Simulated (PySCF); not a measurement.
# C3H7FGe: electronic excitations and core binding energies

What electronic excitations and core binding energies should C3H7FGe (`[F][GeH]1[CH2]C[CH2]1`) show?

Computed with PySCF 2.14.0, with density-fitted response routines of our own, on a single molecule in the gas phase. Atoms count from 0, in the outputs and in this text.

## (1) Starting geometry

12 atoms, charge 0, multiplicity 1; geometry from: GFN2-xTB.

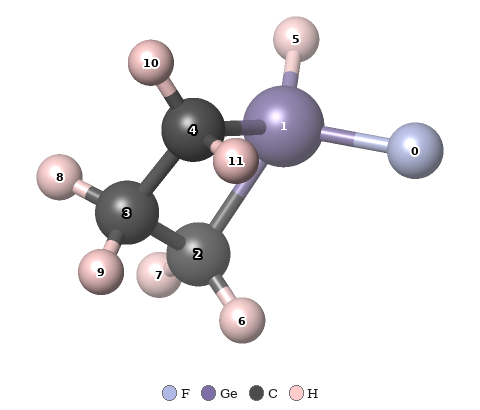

As it starts; fluorine light blue, germanium purple, carbon dark grey, hydrogen pink, atoms numbered; sticks join atoms by distance.

## (2) TDDFT and polarisability: CAM-B3LYP/def2-SVPD

What the job is given:

```
{"job": {"kind": "uv", "xc": "CAM-B3LYP", "basis": "def2-SVPD", "nstates": 8, "ntriplets": 3}, "charge": 0, "multiplicity": 1}
F     -0.387577     1.818578    -2.065051
Ge    -0.447535     1.265074    -0.375275
C     -1.028171    -0.645975    -0.174730
C      0.277472    -0.935004     0.591386
C      1.185384     0.245404     0.194346
H     -1.057820     2.514716     0.268262
H     -1.040093    -1.134820    -1.148013
H     -1.933054    -0.919792     0.359992
H      0.089572    -0.911809     1.664893
H      0.709244    -1.904349     0.345442
H      1.837078     0.598997     0.988307
H      1.796698     0.008296    -0.675587
```

Method: TDDFT CAM-B3LYP/def2-SVPD, vertical, gas phase, core orbitals frozen in the response.

Started as:

```
> OMP_NUM_THREADS=1 python probes_run.py task.json out
```

The driver reads the jobs from task.json and runs them one after another.

Output:

```text
coarse grid: 45560 points
cycle   1  E = -2294.9105749333  dE = -2.196e-01  |g| = 7.272e-01  |ddm| = 4.772e+00
cycle   2  E = -2294.8425074263  dE =  6.807e-02  |g| = 1.029e+00  |ddm| = 1.821e+00
cycle   3  E = -2295.0012903384  dE = -1.588e-01  |g| = 9.409e-02  |ddm| = 9.788e-01
cycle   4  E = -2295.0027042640  dE = -1.414e-03  |g| = 3.662e-02  |ddm| = 1.647e-01
cycle   5  E = -2295.0029516174  dE = -2.474e-04  |g| = 3.486e-03  |ddm| = 4.133e-02
cycle   6  E = -2295.0029550993  dE = -3.482e-06  |g| = 1.221e-03  |ddm| = 9.079e-03
final grid: 95872 points
cycle   7  E = -2295.0030195315  dE = -2.302e-07  |g| = 1.153e-03  |ddm| = 5.312e-03
cycle   8  E = -2295.0030195456  dE = -1.416e-08  |g| = 1.150e-03  |ddm| = 2.829e-03
cycle   9  E = -2295.0030198184  dE = -2.728e-07  |g| = 6.458e-05  |ddm| = 1.355e-03
cycle  10  E = -2295.0030198197  dE = -1.209e-09  |g| = 3.294e-05  |ddm| = 1.628e-04
cycle  11  E = -2295.0030198199  dE = -2.719e-10  |g| = 1.187e-05  |ddm| = 5.853e-05
converged SCF energy = -2295.0030198199

Static polarisability (au): isotropic 63.595, principal 55.104 60.531 75.150

Singlet excitations
state   eV       nm        f      main configurations
  1   6.7493    183.7   0.00314   H->L 0.89
  2   7.2368    171.3   0.00280   H-1->L 0.90
  3   7.5004    165.3   0.02609   H-1->L+1 0.75, H->L+2 0.13
  4   7.5082    165.1   0.08141   H->L+1 0.86
  5   7.7514    160.0   0.03947   H->L+2 0.40, H->L+3 0.36, H-1->L+1 0.11
  6   7.8250    158.4   0.04476   H->L+3 0.54, H->L+2 0.36
  7   8.1804    151.6   0.01766   H-1->L+2 0.80
  8   8.4114    147.4   0.30367   H-1->L+3 0.78

Triplet excitations (Tamm-Dancoff, eV): 6.4186 6.4654 6.6930
```

Run time: 44 s. Hardware: 1 thread of Arm Neoverse N1, shared host; peak memory 0.74 GiB.

Frontier orbitals and where they lie:

| orbital | eV | atoms |
| --- | --- | --- |
| HOMO−3 | -11.51 | C3 31 %, C2 24 %, C4 24 % |
| HOMO−2 | -11.16 | C3 26 %, H8 16 %, C4 14 % |
| HOMO−1 | -9.74 | Ge1 20 %, C3 17 %, C2 14 % |
| HOMO | -9.34 | C4 26 %, C2 26 %, Ge1 22 % |
| LUMO | 0.94 | Ge1 31 %, C3 12 %, H5 11 % |
| LUMO+1 | 1.16 | Ge1 30 %, H5 13 %, C2 12 % |
| LUMO+2 | 1.33 | Ge1 47 %, H5 8 %, C4 6 % |

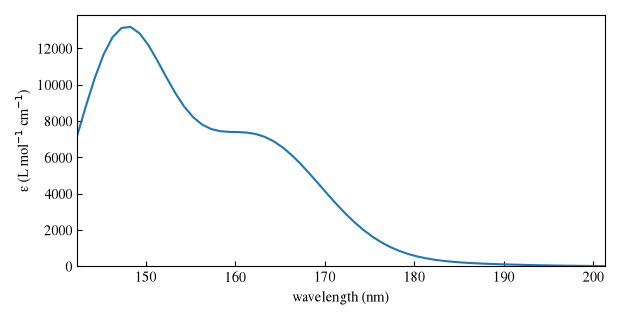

Absorption spectrum: each of the 8 states is a Gaussian band of 0.4 eV half-width at 1/e. Beyond the last state computed it falls off for lack of states.

Further results of this job:

| property | computed |
| --- | --- |
| dipole moment (D) | 2.85 |
| polarisability (Å³) | 9.42 |
| HOMO–LUMO gap (eV) | 10.28 |
| −ε(HOMO) (eV) | 9.34 |

## (3) X-ray photoelectron lines: SCAN, X2C

Settings changed since step 2:

```diff
@@ -1,2 +1,2 @@
-{"job": {"kind": "uv", "xc": "CAM-B3LYP", "basis": "def2-SVPD", "nstates": 8, "ntriplets": 3}, "charge": 0, "multiplicity": 1}
+{"job": {"kind": "xps"}, "charge": 0, "multiplicity": 1}
 F     -0.387577     1.818578    -2.065051
```

Method: delta-SCF UKS SCAN, pcX-2 on the ionised atom, pcseg-1 elsewhere, spin-free X2C.

Output:

```text
ground state, core basis on atom 0 (F), 149 functions
  cycle   1  E = -2312.26368164  |g| = 8.30e-01
  cycle   2  E = -2311.83382221  |g| = 1.77e+00
  cycle   3  E = -2312.38695592  |g| = 2.25e-01
  cycle   4  E = -2312.39706995  |g| = 9.20e-02
  cycle   5  E = -2312.39904232  |g| = 1.75e-02
  cycle   6  E = -2312.39912139  |g| = 5.19e-03
  cycle   7  E = -2312.39912931  |g| = 1.23e-03
  cycle   8  E = -2312.39912896  |g| = 4.05e-04
  E(ground) = -2312.53589681 Eh
hole in F 1s of atom 0
  cycle   1  E = -2286.09736453  |g| = 2.59e+00
  cycle   2  E = -2285.97614268  |g| = 2.17e+00
  cycle   3  E = -2286.92961201  |g| = 4.05e-01
  cycle   4  E = -2286.91527879  |g| = 3.88e-01
  cycle   5  E = -2287.01221865  |g| = 3.25e-02
  cycle   6  E = -2287.01277687  |g| = 1.55e-02
  cycle   7  E = -2287.01292355  |g| = 3.40e-03
  cycle   8  E = -2287.01293134  |g| = 1.54e-03
  cycle   9  E = -2287.01293134  |g| = 3.58e-04
  E(ion) = -2287.15778162 Eh   <S^2> = 0.7571   hole on atom = 1.000   binding energy = 690.574 eV
ground state, core basis on atom 2 (C), 149 functions
  cycle   1  E = -2312.35675858  |g| = 9.55e-02
  cycle   2  E = -2312.35381904  |g| = 1.53e-01
  cycle   3  E = -2312.35762179  |g| = 2.32e-02
  cycle   4  E = -2312.35770326  |g| = 7.92e-03
  cycle   5  E = -2312.35772346  |g| = 1.37e-03
  cycle   6  E = -2312.35772393  |g| = 2.63e-04
  E(ground) = -2312.49185610 Eh
hole in C 1s of atom 2
  cycle   1  E = -2301.10758933  |g| = 1.51e+00
  cycle   2  E = -2300.26408388  |g| = 1.93e+00
  cycle   3  E = -2301.62652621  |g| = 4.05e-01
  cycle   4  E = -2301.64635679  |g| = 3.65e-01
  cycle   5  E = -2301.69017715  |g| = 7.74e-02
  cycle   6  E = -2301.69211805  |g| = 2.52e-02
  cycle   7  E = -2301.69242455  |g| = 9.72e-03
  cycle   8  E = -2301.69248517  |g| = 1.82e-03
  cycle   9  E = -2301.69248710  |g| = 9.22e-04
  cycle  10  E = -2301.69248662  |g| = 4.33e-04
  E(ion) = -2301.82598258 Eh   <S^2> = 0.7717   hole on atom = 1.000   binding energy = 290.233 eV
ground state, core basis on atom 3 (C), 149 functions
  cycle   1  E = -2312.35712244  |g| = 5.77e-02
  cycle   2  E = -2312.35707049  |g| = 2.15e-02
  cycle   3  E = -2312.35704977  |g| = 2.36e-02
  cycle   4  E = -2312.35718443  |g| = 4.28e-03
  cycle   5  E = -2312.35718797  |g| = 6.50e-04
  cycle   6  E = -2312.35718761  |g| = 1.79e-04
  E(ground) = -2312.49100497 Eh
hole in C 1s of atom 3
  cycle   1  E = -2301.10064804  |g| = 1.51e+00
  cycle   2  E = -2300.32891772  |g| = 1.90e+00
  cycle   3  E = -2301.61748611  |g| = 3.60e-01
  cycle   4  E = -2301.65030692  |g| = 2.38e-01
  cycle   5  E = -2301.66801196  |g| = 7.79e-02
  cycle   6  E = -2301.67010966  |g| = 7.53e-03
  cycle   7  E = -2301.67014122  |g| = 4.23e-03
  cycle   8  E = -2301.67014966  |g| = 2.25e-03
  cycle   9  E = -2301.67015384  |g| = 9.81e-04
  cycle  10  E = -2301.67015385  |g| = 2.23e-04
  E(ion) = -2301.80346172 Eh   <S^2> = 0.7700   hole on atom = 1.000   binding energy = 290.823 eV
```

It took 50 s on 1 thread of Arm Neoverse N1, shared host; peak memory 0.66 GiB.

The holes in one table. −ε is the ground-state orbital energy:

| hole | stands for | environment | ΔSCF (eV) | −ε (eV) | ⟨S²⟩ |
| --- | --- | --- | --- | --- | --- |
| F1s on F0 | F0 | fluorine bonded to Ge | 690.57 | 665.3 | 0.757 |
| C1s on C2 | C2, C4 | sp3 CH2 bonded to Ge | 290.23 | 273.8 | 0.772 |
| C1s on C3 | C3 | sp3 CH2 in a ring | 290.82 | 274.0 | 0.770 |

Each hole run stands for the others of its class of like atoms.

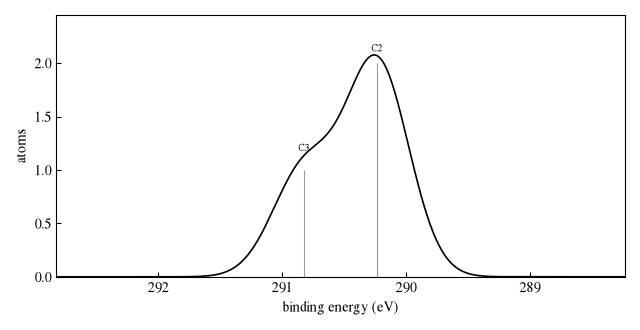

The C1s photoelectron lines, weighted by the number of atoms. Lines are broadened to a width of 0.60 eV (Gaussian).

## (4) Summary of results

| quantity | value |
| --- | --- |
| lowest singlet (CAM-B3LYP/def2-SVPD) | 6.75 eV (184 nm), f = 0.003 |
| brightest single state of those computed | state 8, 8.41 eV, f = 0.304 |
| lowest triplet | 6.42 eV |
| C1s binding energies, SCAN/pcX-2 | C3 290.82, C2 290.23 eV |
| F1s binding energies, SCAN/pcX-2 | F0 690.57 eV |

What this shows: The first singlet state (HOMO→LUMO 0.89) lies at 6.75 eV and is weak; of the 8 states computed, the strongest absorption comes from state 8 at 8.41 eV (the last computed, so partners may be missing). The lowest triplet lies 0.33 eV below the lowest singlet (triplets in Tamm-Dancoff, singlets in full TDDFT). C3 (sp3 CH2 in a ring) binds its C1s electron 0.59 eV more tightly than C2 (sp3 CH2 bonded to Ge).
